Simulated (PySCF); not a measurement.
**C₄H₁₃MoNO₄ (Mo(NH)(OMe)4): density, localisation and related maps**

```xyz
23

Mo   -0.0084   -0.0134    0.0080
N     0.0416   -0.0300    1.7100
H     0.0374   -0.0290    2.7245
O     1.7092    0.5789   -0.5394
C     2.9541    0.0478   -0.2227
H     2.9668   -1.0378   -0.4366
H     3.1902    0.1885    0.8491
H     3.7363    0.5393   -0.8247
O    -0.5967    1.7248   -0.4776
C    -0.0334    2.9664   -0.2101
H    -0.1613    3.2437    0.8533
H    -0.5105    3.7390   -0.8357
H     1.0504    2.9438   -0.4319
O    -1.7537   -0.5737   -0.4722
C    -2.9990   -0.0154   -0.2154
H    -2.9633    1.0769   -0.3883
H    -3.3069   -0.1906    0.8325
H    -3.7560   -0.4585   -0.8836
O     0.5579   -1.7400   -0.5310
C     0.0370   -2.9851   -0.1996
H     0.2155   -3.2245    0.8658
H     0.5056   -3.7660   -0.8211
H    -1.0556   -2.9953   -0.3751
```

Geometry: PBE0-D3(BJ)/def2-SVP; core potentials replace the inner electrons of Mo.

Theory: PySCF, B3LYP/def2-SVPD, SCF density, gas phase, scalar-relativistic core potentials on the heavy atoms.

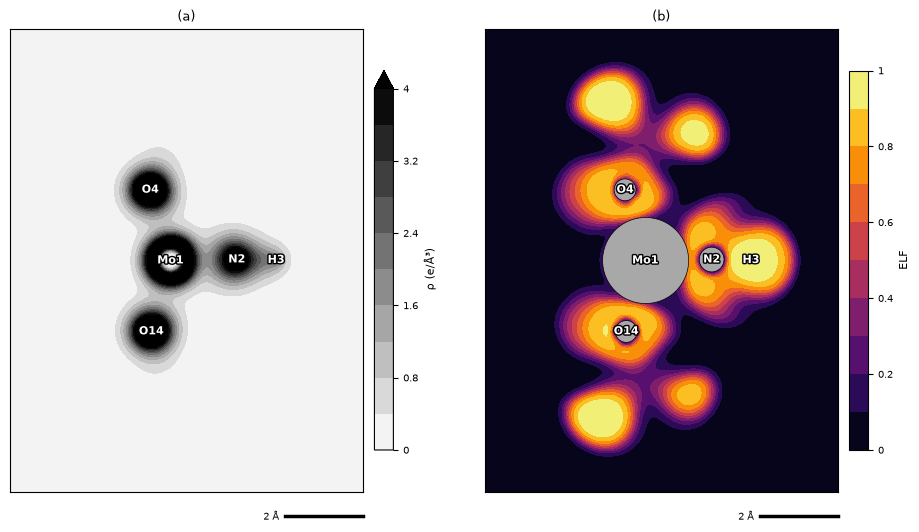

Figure 1. (a) electron density; (b) ELF on the plane of atoms O4, Mo1 and O14. Grey discs cover the atomic cores in the ELF map.

**Describe what can be read from this map.**

- The plane passes through Mo, N, H and O nuclei.
- Mo–N (1.70 Å): ρ is about 1.8 e/Å³ halfway; the ELF peaks at about 0.75 in the valence shell of N, 0.6 Å from its nucleus, and drops to about 0.35 between the two atoms.
- Mo–O (1.89 Å): ρ is about 1.1 e/Å³ halfway; the ELF peaks at about 0.85 in the valence shell of O, 0.5 Å from its nucleus, and drops to about 0.25 between the two atoms.
- N–H (1.01 Å): the density is about 2.8 e/Å³ at the midpoint; the ELF climbs to about 1 towards the hydrogen, as it does in any bond to H; a covalent bond by its length.

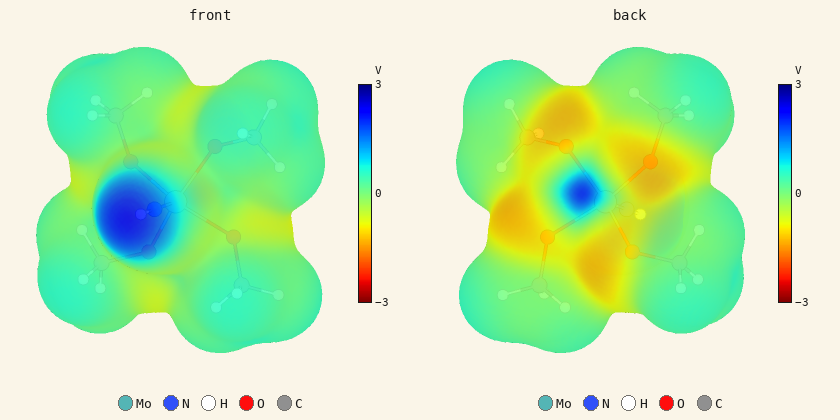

Figure 2. The molecular electrostatic potential painted on the density surface at 0.002 e/bohr³, seen from the front and from behind; the colour scale runs from red (negative) to blue (positive).

**Describe the electrostatic potential map.**

The most negative region (about −1.3 V) lies over O4, O9, O14 and O19, the most positive (about +2.1 V) over H3.

**What dipole moment does the calculation give?**

Its dipole moment is 2.41 D.
